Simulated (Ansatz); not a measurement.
**Frequency calculation, with input and output: SiCl₃O**

- system: SiCl₃O, multiplicity 2
- method: HF/3-21G, UHF (Ansatz 0.2.0)

The geometry was optimised with HF/3-21G. Figures and captions count atoms from 1; the log counts them from 0 in places.

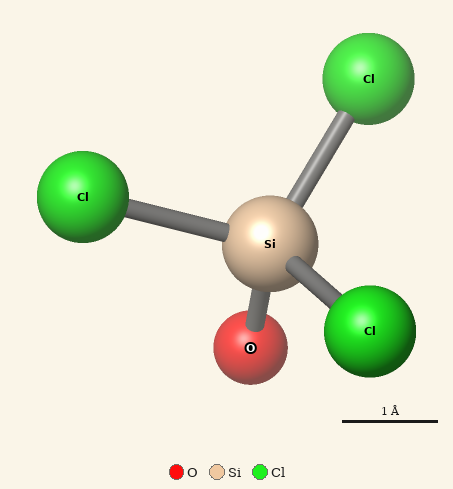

Figure 1. The structure (ball-and-stick view, seen at a tilt). Bond lengths as drawn: Cl–Si 2.12 Å and O–Si 1.71 Å.

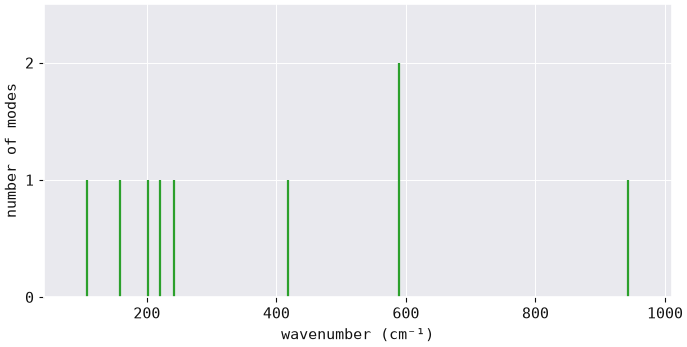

Figure 2. Harmonic vibrational wavenumbers from the force constants; neighbouring modes closer than 4 cm⁻¹ are counted in one stick. 9 modes from 108 to 943 cm⁻¹, none imaginary.

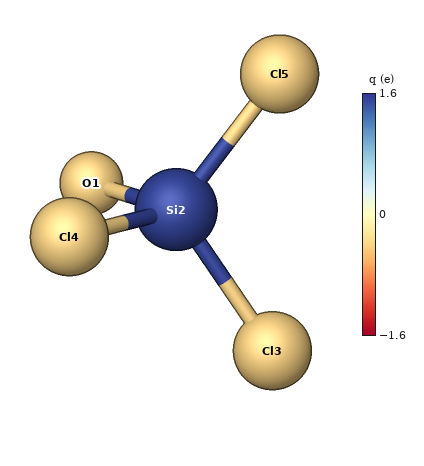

Figure 3. Mulliken charges, as the colour of each atom (ball-and-stick view, seen at a tilt; atoms are numbered from 1 in the order of the input; Mulliken charges depend strongly on the basis). By element: O −0.38, Si +1.51 and Cl −0.38 to −0.37 e.

The input and output of the run follow.

**Input**
```yaml
crystal:
  periodic: [false, false, false]
  atoms:
    - symbol: O
      position_ang: [0.867264, -1.080971, 1.129131]
    - symbol: Si
      position_ang: [0.045714, -0.034770, 0.047896]
    - symbol: Cl
      position_ang: [-1.621677, 0.864565, 0.996377]
    - symbol: Cl
      position_ang: [-0.592351, -1.289926, -1.536061]
    - symbol: Cl
      position_ang: [1.350950, 1.467502, -0.678842]
basis:
  gaussian: {orbitals: 3-21G.json}
phonons: {temperatures: {t_min: 298.15, t_max: 298.15, t_step: 1}}
hamiltonian: {xc: hf}
magnetization: {spin_polarized: true, initial_magnetization: 1}
```

Launch command:
```bash
ansatz run molecule.yaml --threads 1 --pin off --max-ram 3480MiB --events-out events.jsonl --progress --plain --runs-dir runs
```

**Output**
```
Functional definition: HF
  name "HF"
  exchange = exact_x
  correlation = 0
729 factors; integrals over basis functions are off by at most 5.2e-5 eV
mean field evaluation 1: about -47175.2330 eV, gradient 2.3e1 eV
mean field evaluation 2: about -47175.3617 eV, gradient 2.3e1 eV
mean field evaluation 4: about -47180.2205 eV, gradient 3.5e0 eV
mean field evaluation 8: about -47180.5065 eV, gradient 2.6e-1 eV
mean field evaluation 16: about -47180.5087 eV, gradient 3.0e-5 eV
mean field evaluation 32: about -47180.4813 eV, gradient 5.9e-2 eV
mean field evaluation 64: about -47180.4662 eV, gradient 6.1e-2 eV
mean field evaluation 96: about -47175.7537 eV, gradient 8.1e0 eV
mean field evaluation 128: about -47180.5087 eV, gradient 2.2e-3 eV
mean field -47180.50868349 eV, -1733.8517140208 hartree, gradient 1.7e-7 eV, S^2 0.755370; 4 other end points of the search recorded, 0 dependent functions left out
the calculation of the forces begins
reference -47180.50868349 eV, -1733.8517140208 hartree; 37, 36 occupied and 24, 25 virtual orbitals, 729 factors
these checks for a lower state are left out or cut short: stability, starts, cluster_reference, orbital_swaps, neighbouring_geometries, increment
729 factors; integrals over basis functions are off by at most 5.2e-5 eV
mean field evaluation 160: about -47180.5087 eV, gradient 3.1e-5 eV
mean field -47180.50865785 eV, -1733.8517130786 hartree, gradient 2.9e-6 eV, S^2 0.755389; 0 other end points of the search recorded, 0 dependent functions left out
[... from here on the field's lines of each further geometry are left out, up to the last ...]
the calculation of the forces begins
reference -47180.50867370 eV, -1733.8517136610 hartree; 37, 36 occupied and 24, 25 virtual orbitals, 729 factors
these checks for a lower state are left out or cut short: stability, starts, cluster_reference, orbital_swaps, neighbouring_geometries, increment
729 factors; integrals over basis functions are off by at most 5.2e-5 eV
mean field -47180.50867360 eV, -1733.8517136575 hartree, gradient 1.3e-6 eV, S^2 0.755374; 0 other end points of the search recorded, 0 dependent functions left out
the calculation of the forces begins
reference -47180.50867360 eV, -1733.8517136575 hartree; 37, 36 occupied and 24, 25 virtual orbitals, 729 factors
Total energy: -47180.50868349 eV, -1733.8517140208 hartree
Atom 0 at     0.867264    -1.080971     1.129131 Å, force    -0.000164     0.000228    -0.000187 eV/Å
Atom 1 at     0.045714    -0.034770     0.047896 Å, force     0.000361     0.000071     0.000669 eV/Å
Atom 2 at    -1.621677     0.864565     0.996377 Å, force     0.000078     0.000000    -0.000067 eV/Å
Atom 3 at    -0.592351    -1.289926    -1.536061 Å, force    -0.000179    -0.000271    -0.000429 eV/Å
Atom 4 at     1.350950     1.467502    -0.678842 Å, force    -0.000096    -0.000029     0.000014 eV/Å
Dipole moment:     0.030068     0.004807     0.055089 e Å
Vibrations: 107.61 158.61 202.27 220.48 241.68 418.33 588.31 589.06 943.30 cm⁻¹, zero-point energy 0.215091 eV
```

**Results in brief**

| quantity | value |
| --- | --- |
| outcome | converged |
| total energy | −1733.851714 hartree |
| basis functions | 61 |
| largest force | 0.001 eV/Å |
| ⟨S²⟩ | 0.755 |
| zero-point energy | 0.007904 hartree |
| dipole moment | 0.30 D |
| wavenumbers, lowest and highest | 108 and 943 cm⁻¹ |
| hardware | 1 thread of Arm Neoverse V2, 112 GiB of memory available, shared host |
| wall time | 34 s |
| peak memory | 0.2 GiB |
